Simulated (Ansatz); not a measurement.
# AlHCl2O: geometry relaxation

AlHCl2O (AlCl2(OH)), computed with RHF/def2-TZVP (Ansatz 0.2.0).

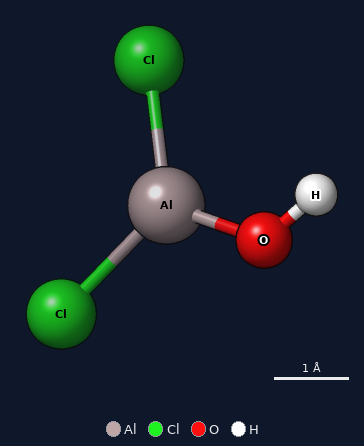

**Figure 1.** The input geometry (ball-and-stick view, seen at an oblique angle). Sticks mark near contacts.

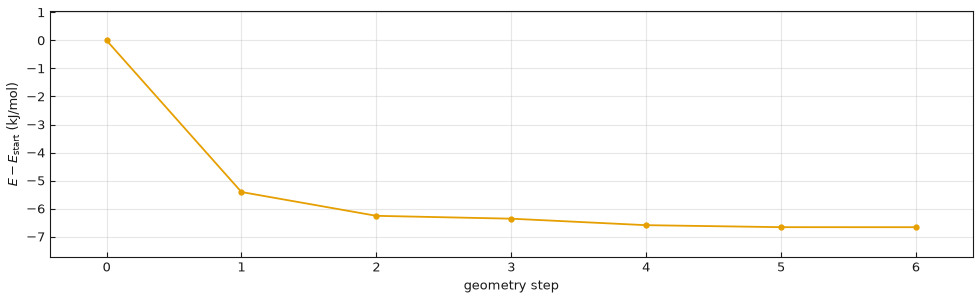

**Figure 2.** Progress of the relaxation, step by step (the first geometry is step 0 here and step 1 in the log).

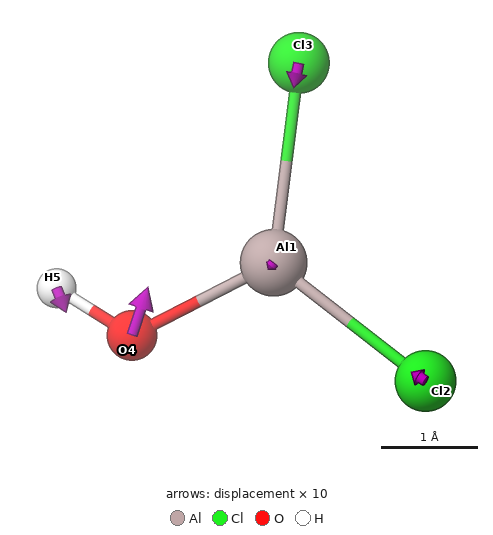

**Figure 3.** The starting structure with the displacements as pink arrows, magnified 10 times (ball-and-stick view, seen at a tilt). The two geometries are laid on each other by the best rigid fit. After 6 geometry steps the energy has fallen by 6.66 kJ/mol. Largest force component: 1.7 eV/Å at the start, 0.00095 eV/Å at the end. The largest move after the best rigid fit is that of O4, 0.054 Å. Largest moves by element: O 0.054 Å, H 0.029 Å, Cl 0.028 Å, Al 0.010 Å. Among the contacts that change: Al1–O4 1.703 → 1.657 Å, O4–H5 0.970 → 0.938 Å, Al1–Cl3 2.102 → 2.083 Å, Al1–Cl2 2.092 → 2.074 Å. Among the angles that change: Al1–O4–H5 122.9° → 128.7°. (Atoms are counted from 1 in the order of the input.)

The input that produced these results follows, with the program's output.

**Input**
```yaml
crystal:
  periodic: [false, false, false]
  atoms:
    - { symbol: Al, position_ang: [0.295822, 0.257413, -0.059851] }
    - { symbol: Cl, position_ang: [2.383448, 0.251967, -0.200982] }
    - { symbol: Cl, position_ang: [-0.77311, 2.055252, -0.265031] }
    - { symbol: O, position_ang: [-0.471661, -1.23656, 0.223099] }
    - { symbol: H, position_ang: [-1.4345, -1.328082, 0.302755] }
basis:
  gaussian: { orbitals: def2-TZVP }
hamiltonian:
  xc: hf
output:
  forces: true
relax:
  f_tol: 0.003
  max_steps: 120
```

Launched with:
```bash
ansatz run input.yaml --threads 1 --pin off --max-ram 2560MiB --backend cpu --events-out ev --progress --plain --runs-dir out
```

**The program's output**
```
The last accepted step is kept in [file] (removed where the run ends without a failure and the disk answers)
Engine: ansatz 0.2.0, aarch64-unknown-linux-gnu
Functional definition: HF
  exchange = exact_x
  correlation = 0
1187 factors; their error is unknown
mean field evaluation 1: about -33647.5338 eV, gradient 3.9e1 eV
mean field evaluation 2: about -33649.2638 eV, gradient 2.7e1 eV
mean field evaluation 4: about -33650.4345 eV, gradient 8.0e-1 eV
mean field evaluation 8: about -33650.8287 eV, gradient 4.6e-1 eV
mean field -33650.82878603 eV, -1236.6451485356 hartree, gradient 1.6e-5 eV, S^2 0.000000; 0 other end points of the search recorded, 0 dependent functions left out
the calculation of the forces begins
reference -33650.82878603 eV, -1236.6451485356 hartree; 28, 28 occupied and 120, 120 virtual orbitals, 1187 factors
relax step   1: F+E_penalty+E_count = -33650.82878603 eV  Δ(F+E_penalty+E_count) = +0.000e0 eV  max|allowed force component| = 1.686e0 eV/Å  Δτ_max = 0.0000 Å  (33 SCF iters, accepted)
these checks for a lower state are left out or cut short: starts, cluster_reference, orbital_swaps, neighbouring_geometries, increment
1187 factors; their error is unknown
mean field evaluation 16: about -33650.4918 eV, gradient 1.5e-2 eV
mean field -33650.88482891 eV, -1236.6472080735 hartree, gradient 1.7e-5 eV, S^2 0.000000; 0 other end points of the search recorded, 0 dependent functions left out
the calculation of the forces begins
reference -33650.88482891 eV, -1236.6472080735 hartree; 28, 28 occupied and 120, 120 virtual orbitals, 1187 factors
relax step   2: F+E_penalty+E_count = -33650.88482891 eV  Δ(F+E_penalty+E_count) = -5.604e-2 eV  max|allowed force component| = 6.399e-1 eV/Å  Δτ_max = 0.0439 Å  (28 SCF iters, accepted)
these checks for a lower state are left out or cut short: starts, cluster_reference, orbital_swaps, neighbouring_geometries, increment
1187 factors; their error is unknown
mean field -33650.89362888 eV, -1236.6475314663 hartree, gradient 1.6e-5 eV, S^2 0.000000; 0 other end points of the search recorded, 0 dependent functions left out
the calculation of the forces begins
reference -33650.89362888 eV, -1236.6475314663 hartree; 28, 28 occupied and 120, 120 virtual orbitals, 1187 factors
relax step   3: F+E_penalty+E_count = -33650.89362888 eV  Δ(F+E_penalty+E_count) = -8.800e-3 eV  max|allowed force component| = 1.630e-1 eV/Å  Δτ_max = 0.0141 Å  (30 SCF iters, accepted)
these checks for a lower state are left out or cut short: starts, cluster_reference, orbital_swaps, neighbouring_geometries, increment
1187 factors; their error is unknown
mean field evaluation 32: about -33650.8947 eV, gradient 1.6e-5 eV
mean field -33650.89468735 eV, -1236.6475703644 hartree, gradient 1.6e-5 eV, S^2 0.000000; 0 other end points of the search recorded, 0 dependent functions left out
the calculation of the forces begins
reference -33650.89468735 eV, -1236.6475703644 hartree; 28, 28 occupied and 120, 120 virtual orbitals, 1187 factors
relax step   4: F+E_penalty+E_count = -33650.89468735 eV  Δ(F+E_penalty+E_count) = -1.058e-3 eV  max|allowed force component| = 9.288e-2 eV/Å  Δτ_max = 0.0056 Å  (31 SCF iters, accepted)
these checks for a lower state are left out or cut short: starts, cluster_reference, orbital_swaps, neighbouring_geometries, increment
1187 factors; their error is unknown
mean field -33650.89708373 eV, -1236.6476584297 hartree, gradient 1.7e-5 eV, S^2 0.000000; 0 other end points of the search recorded, 0 dependent functions left out
the calculation of the forces begins
reference -33650.89708373 eV, -1236.6476584297 hartree; 28, 28 occupied and 120, 120 virtual orbitals, 1187 factors
relax step   5: F+E_penalty+E_count = -33650.89708373 eV  Δ(F+E_penalty+E_count) = -2.396e-3 eV  max|allowed force component| = 1.179e-1 eV/Å  Δτ_max = 0.0283 Å  (29 SCF iters, accepted)
these checks for a lower state are left out or cut short: starts, cluster_reference, orbital_swaps, neighbouring_geometries, increment
1187 factors; their error is unknown
mean field -33650.89782406 eV, -1236.6476856364 hartree, gradient 1.6e-5 eV, S^2 0.000000; 0 other end points of the search recorded, 0 dependent functions left out
the calculation of the forces begins
reference -33650.89782406 eV, -1236.6476856364 hartree; 28, 28 occupied and 120, 120 virtual orbitals, 1187 factors
relax step   6: F+E_penalty+E_count = -33650.89782406 eV  Δ(F+E_penalty+E_count) = -7.403e-4 eV  max|allowed force component| = 4.893e-3 eV/Å  Δτ_max = 0.0237 Å  (30 SCF iters, accepted)
these checks for a lower state are left out or cut short: starts, cluster_reference, orbital_swaps, neighbouring_geometries, increment
1187 factors; their error is unknown
mean field -33650.89783349 eV, -1236.6476859830 hartree, gradient 1.6e-5 eV, S^2 0.000000; 0 other end points of the search recorded, 0 dependent functions left out
the calculation of the forces begins
reference -33650.89783349 eV, -1236.6476859830 hartree; 28, 28 occupied and 120, 120 virtual orbitals, 1187 factors
relax step   7: F+E_penalty+E_count = -33650.89783349 eV  Δ(F+E_penalty+E_count) = -9.431e-6 eV  max|allowed force component| = 9.539e-4 eV/Å  Δτ_max = 0.0023 Å  (31 SCF iters, accepted)
1187 factors; their error is unknown
mean field evaluation 64: about -33650.8977 eV, gradient 4.7e-1 eV
mean field -33650.89783349 eV, -1236.6476859830 hartree, gradient 1.6e-5 eV, S^2 0.000000; 1 other end points of the search recorded, 0 dependent functions left out
the calculation of the forces begins
reference -33650.89783349 eV, -1236.6476859830 hartree; 28, 28 occupied and 120, 120 virtual orbitals, 1187 factors
Total energy: -33650.89783349 eV, -1236.6476859830 hartree
Atom 0 at     0.295533     0.247641    -0.058109 Å, force    -0.000537    -0.000255    -0.000954 eV/Å
Atom 1 at     2.364315     0.250035    -0.199539 Å, force     0.000300     0.000072     0.000356 eV/Å
Atom 2 at    -0.761173     2.030572    -0.262050 Å, force     0.000089     0.000110     0.000274 eV/Å
Atom 3 at    -0.489120    -1.185762     0.216672 Å, force     0.000109     0.000035     0.000095 eV/Å
Atom 4 at    -1.409557    -1.342496     0.303015 Å, force     0.000039     0.000037     0.000229 eV/Å
Dipole moment:    -0.359992    -0.127320     0.044274 e Å
```

**Trajectory as extended XYZ (Å, eV, eV/Å), 7 frames, from step=1 to step=7**
```
5
Properties=species:S:1:pos:R:3:forces:R:3 step=1 energy=-33650.82879
Al    0.2958    0.2574   -0.0599   -0.2714  -0.7957   0.1411
Cl    2.3834    0.2520   -0.2010   -0.3688   0.0371   0.0194
Cl   -0.7731    2.0553   -0.2650    0.1768  -0.3776   0.0464
O    -0.4717   -1.2366    0.2231   -1.2229   0.9949  -0.0703
H    -1.4345   -1.3281    0.3028    1.6863   0.1413  -0.1366
5
Properties=species:S:1:pos:R:3:forces:R:3 step=2 energy=-33650.88483
Al    0.3040    0.2431   -0.0583   -0.2323  -0.5955   0.1081
Cl    2.3726    0.2592   -0.2014   -0.0239  -0.0005   0.0016
Cl   -0.7738    2.0119   -0.2583   -0.0088   0.0005   0.0004
O    -0.4821   -1.2192    0.2212   -0.0576   0.6399  -0.0952
H    -1.4208   -1.2950    0.2967    0.3226  -0.0444  -0.0150
5
Properties=species:S:1:pos:R:3:forces:R:3 step=3 energy=-33650.89363
Al    0.3015    0.2369   -0.0571    0.0201  -0.0917   0.0122
Cl    2.3681    0.2524   -0.2000    0.0282   0.0073  -0.0029
Cl   -0.7794    2.0038   -0.2567   -0.0104   0.0288  -0.0036
O    -0.4793   -1.2056    0.2187    0.0085   0.1630  -0.0254
H    -1.4110   -1.2875    0.2950   -0.0464  -0.1074   0.0196
5
Properties=species:S:1:pos:R:3:forces:R:3 step=4 energy=-33650.89469
Al    0.3013    0.2358   -0.0570    0.0494  -0.0060  -0.0018
Cl    2.3691    0.2541   -0.2003    0.0052   0.0002  -0.0005
Cl   -0.7772    2.0058   -0.2571   -0.0001   0.0103  -0.0018
O    -0.4810   -1.2028    0.2187   -0.0419   0.0883  -0.0112
H    -1.4123   -1.2928    0.2957   -0.0126  -0.0929   0.0153
5
Properties=species:S:1:pos:R:3:forces:R:3 step=5 energy=-33650.89708
Al    0.2986    0.2395   -0.0570    0.0521   0.1039  -0.0219
Cl    2.3678    0.2548   -0.2004   -0.0159  -0.0088   0.0031
Cl   -0.7672    2.0195   -0.2600    0.0149  -0.0252   0.0036
O    -0.4862   -1.1930    0.2170   -0.1179  -0.0402   0.0156
H    -1.4130   -1.3208    0.3004    0.0668  -0.0296  -0.0004
5
Properties=species:S:1:pos:R:3:forces:R:3 step=6 energy=-33650.89782
Al    0.2953    0.2479   -0.0583   -0.0034  -0.0017   0.0038
Cl    2.3640    0.2500   -0.2000    0.0020  -0.0004  -0.0003
Cl   -0.7605    2.0314   -0.2620   -0.0009  -0.0002  -0.0011
O    -0.4892   -1.1851    0.2188   -0.0026  -0.0012  -0.0039
H    -1.4096   -1.3442    0.3015    0.0049   0.0035   0.0016
5
Properties=species:S:1:pos:R:3:forces:R:3 step=7 energy=-33650.89783
Al    0.2955    0.2476   -0.0581   -0.0005  -0.0003  -0.0010
Cl    2.3643    0.2500   -0.1995    0.0003   0.0001   0.0004
Cl   -0.7612    2.0306   -0.2621    0.0001   0.0001   0.0003
O    -0.4891   -1.1858    0.2167    0.0001   0.0000   0.0001
H    -1.4096   -1.3425    0.3030    0.0000   0.0000   0.0002
```

**Summary**

- outcome: converged
- total energy: −33650.8978 eV
- mean-field energy: −33650.8978 eV
- largest force (length of the vector) at the end: 0.001 eV/Å
- hardware: 1 thread of Arm Neoverse N1, 24 GiB of memory available, shared host
- wall time: 48 s
- peak memory: 0.32 GiB
